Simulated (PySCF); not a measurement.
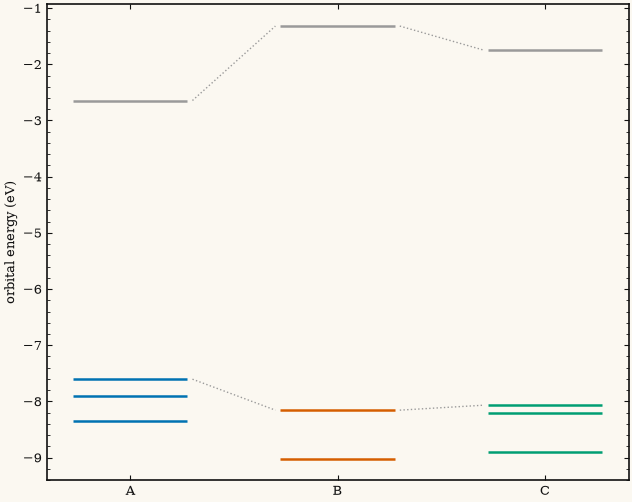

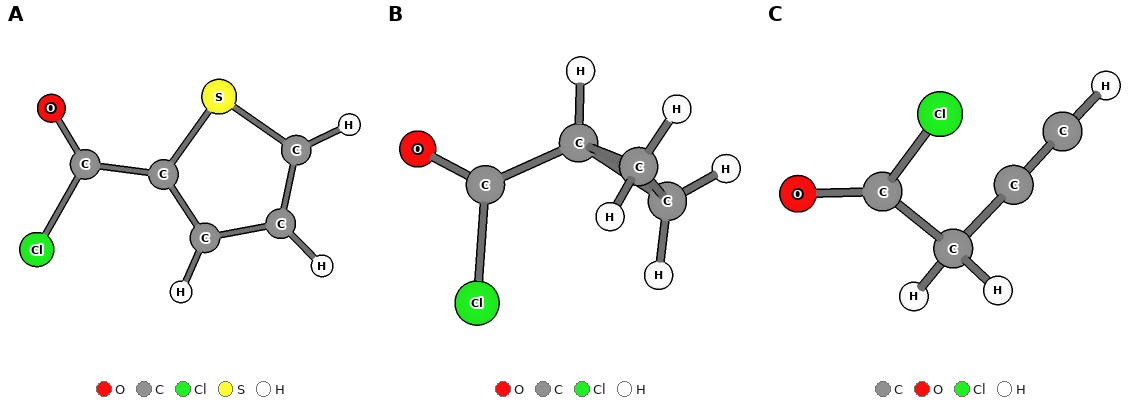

Related molecules: A is C₅H₃ClOS (2-thiophenecarbonyl chloride), SMILES O=C(Cl)c1cccs1; B is C₄H₅ClO, SMILES O=C(Cl)C1CC1; C is C₄H₃ClO, SMILES C#CCC(=O)Cl. Frontier orbital energies, B3LYP/def2-SVPD in PySCF 2.14.0, at a GFN2-xTB geometry (no frequency check); drawn are at most three filled levels and, in grey, the LUMO with any level within 0.03 eV of it; dotted lines join the HOMOs and the LUMOs.

Question: What does the change do to the frontier levels?

Answer: From A to B the HOMO falls by 0.55 eV and the LUMO rises by 1.32 eV, so the separation goes from 4.96 to 6.83 eV. From A to C the HOMO falls by 0.46 eV and the LUMO rises by 0.90 eV, so the separation goes from 4.96 to 6.32 eV.

Limits of at least one run: one conformer of a flexible molecule; the tight-binding geometry is rougher than a DFT one and adds to the error.
